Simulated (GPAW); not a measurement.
Consider CuSe2 (Pnnm).

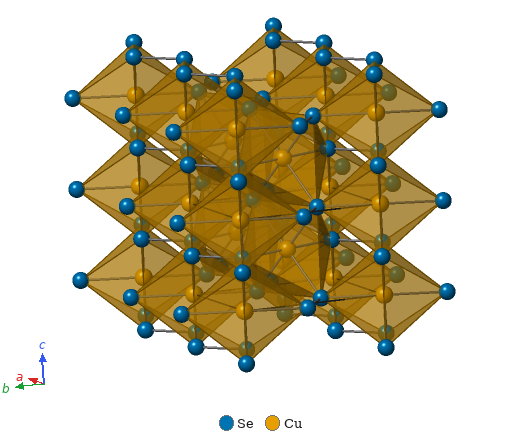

The structure (selenium blue, copper orange). 2×1×2 cells are drawn. Some periodic images of atoms are drawn too.

```
Se Cu
1.0
     5.02520    0.00000    0.00000
     0.00000    6.19410    0.00000
     0.00000    0.00000    3.74470
Se Cu
4 2
Direct
  0.68350 0.11510 0.50000
  0.31650 0.88490 0.50000
  0.18350 0.38490 0.00000
  0.81650 0.61510 0.00000
  0.50000 0.50000 0.50000
  0.00000 0.00000 0.00000
```

Absorber: atom 5, with 6 Se at 2.56 Å (octahedral, site symmetry 2/m). Method: GPAW, LDA, excited-electron core hole (neutral cell), 24-atom cell with 8.0 Å between holes, 4×4×4 k points, dipole transitions, Gaussian full width 1.55 eV up to 4 eV, rising linearly to 3.5 eV at 25 eV.

Q: Predict the near-edge structure at the Cu K edge.

Main maxima up to 30 eV above the zero (height): 1.6 eV (0.14), 6.6 eV (2.27), 12.0 eV (1.23) and 27.4 eV (1.02). A K edge sees empty p states on the absorber. The total-energy difference is 8991.04 eV. One term is added: -29.79 eV, since the hole is spin-paired here and a spin-polarised one costs that much less in the free atom (computed apart). The photon energy is then 8961.25 eV. The tabulated edge of the element is 8979 eV. The functional leaves an error in such absolute values: in the free atom LDA prices this hole 18.3 eV below PBE (computed apart), and PBE is itself good to a few eV.

The Cu K spectrum (energy from the lowest empty level; intensity scaled to a mean of 1 over the first 20 eV; polarised curves are means over the symmetry-equivalent atoms):

```csv
E (eV),isotropic,ε ∥ x,ε ∥ y,ε ∥ z
-2.0,0.00,0.00,0.00,0.00
-0.5,0.03,0.02,0.03,0.04
1.0,0.12,0.13,0.11,0.12
2.5,0.10,0.11,0.08,0.11
4.0,0.37,0.39,0.41,0.30
5.5,1.69,1.76,1.70,1.62
7.0,2.16,2.08,1.89,2.52
8.5,1.31,1.40,1.53,1.00
10.0,1.14,1.17,1.33,0.93
11.5,1.22,1.16,1.20,1.30
13.0,1.19,1.15,1.05,1.36
14.5,1.04,1.00,1.02,1.10
16.0,0.94,0.95,0.99,0.89
17.5,0.91,0.89,0.93,0.90
19.0,0.91,0.88,0.86,1.00
20.5,0.97,0.98,0.92,1.00
22.0,1.00,1.04,1.00,0.98
23.5,0.99,1.01,1.00,0.96
25.0,0.98,0.99,1.00,0.97
26.5,1.01,0.99,1.04,0.99
28.0,1.01,1.02,1.04,0.98
29.5,0.98,1.02,0.99,0.94
31.0,0.93,0.95,0.94,0.90
```

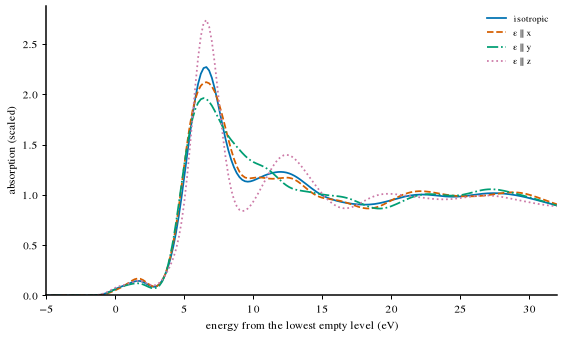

The Cu K edge.

The script folds with a Gaussian, whereas the core hole's own line is a Lorentzian, so the onset is too steep and the first peak too high. The unit cell's mesh shows no gap over 0.35 eV. That is right for a metallic compound; for a small-gap or correlated insulator it would be the fault of the functional or of the assumed magnetic order, and the hole would be screened too well. The structure is a published determination, not relaxed.

[Banner, clock and machine lines of the logs are left out without a mark of their own.]

[Logs are printed without paths, hosts, clocks, repeated set-up lines and the standing remarks that a program may print on its own settings, such as how far it seeks lower states.]

[Hosts, paths, dates, database ids (printed as entryN), source tags and the programs' standing remarks are cut or masked in the printed files.]

[Lists of maxima count a maximum above −3 eV only where it reaches 4 % of the highest in the window and stands out from its surroundings by 2 % of it (1.5 % where it reaches 55 %); shoulders and weaker maxima are passed over, and of the rest the first, up to two pre-edge ones and the few strongest are named.]
